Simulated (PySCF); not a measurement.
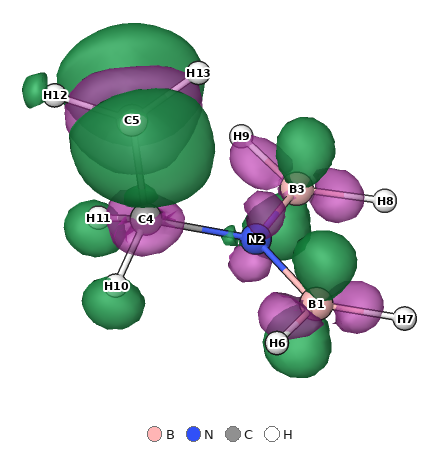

Figure. C2H8B2N, doublet, SMILES `BN(B)C[CH2]`. Fukui function f⁺ = ρ(N+1) − ρ(N) at fixed geometry, surfaces at ±0.03 e/Å³ (green positive, purple negative).

PySCF calculation, TPSSh/6-311G**, gas phase; geometry: GFN2-xTB. No frequency check shows the geometry to be a minimum. GFN2-xTB doesn't know the spin state, so this open-shell geometry is rough.

Input script:

```python
import numpy as np
from pyscf import gto, scf, dft
from pyscf.scf import atom_ks, atom_hf
from scipy.linalg import block_diag

def solve(mol, dm0=None, hcore=None):
    mf = (dft.UKS if mol.spin else dft.RKS)(mol, xc='tpssh')
    mf.grids.level = 3
    mf = mf.density_fit(auxbasis='def2-universal-jkfit')
    mf.conv_tol, mf.max_cycle = 1e-8, 80
    if hcore is not None:
        mf.get_hcore = lambda *args: hcore
    mf.kernel(dm0)
    if not mf.converged:
        mf = mf.newton().run(mf.mo_coeff, mf.mo_occ, max_cycle=30)
    assert mf.converged, 'SCF not converged'
    return mf

mol = gto.M(atom='''
B      1.30051    -1.17191     0.16831
N      0.57418     0.00259    -0.12052
B      1.09123     1.30431     0.06168
C     -0.80553    -0.12305    -0.58656
C     -1.78590     0.00651     0.50550
H      0.80321    -2.21958    -0.00723
H      2.39331    -1.08511     0.57037
H      2.17788     1.43759     0.46716
H      0.42643     2.23203    -0.20687
H     -0.93319    -1.09427    -1.09195
H     -1.00188     0.64132    -1.35627
H     -2.83494    -0.03158     0.28789
H     -1.46020     0.13866     1.51694
''', basis='6-311g**', charge=0, spin=1, verbose=4)
mf = solve(mol)
out = dict(e0=mf.e_tot, dm0=mf.make_rdm1(), c=mf.mo_coeff, occ=mf.mo_occ, eps=mf.mo_energy)
for name, dq, spin in [('cation', 1, 0), ('anion', -1, 0)]:
    ion = mol.copy().set(charge=mol.charge + dq, spin=spin).build()
    mi = solve(ion)
    if spin and dq > 0 and mol.nao < 130:
        c, _, stable, _ = mi.stability(return_status=True)
        if not stable:
            mi = solve(ion, mi.make_rdm1(c, mi.mo_occ))
    print(name, 'vertical energy change / eV', (mi.e_tot - mf.e_tot) * 27.211386)
    out.update({'e_' + name: mi.e_tot, 'dm_' + name: mi.make_rdm1(), 's2_' + name: mi.spin_square()[0], 'eps_' + name: mi.mo_energy, 'occ_' + name: mi.mo_occ})
# spherically averaged free atoms, for the promolecule
atm = atom_ks.get_atm_nrks(mol, xc='tpssh')
pro = block_diag(*[(atm[a[0]][2] * atm[a[0]][3]) @ atm[a[0]][2].T for a in mol._atom])
np.savez('result.npz', pro=pro, **out)
```

Command:

```sh
OMP_NUM_THREADS=1 python input.py
```

The run took 2.7 min on 1 thread of Arm Neoverse V2, on a shared host, peak memory 0.7 GiB.

Partitions, critical points and surface values were worked out afterwards from this run's density.

> On which atoms does the density change most on addition of an electron?

f⁺ (Hirshfeld-condensed) is largest on C5 (0.24); the vertical electron affinity is 0.01 eV (to the singlet anion, which needn't be its lowest state; the anion's highest orbital has positive energy, so this value and f⁺ depend on the basis). Condensed values hint at sites of nucleophilic attack but needn't mark the atom that reacts. Orbital relaxation makes it negative in places (0.21 e in all).
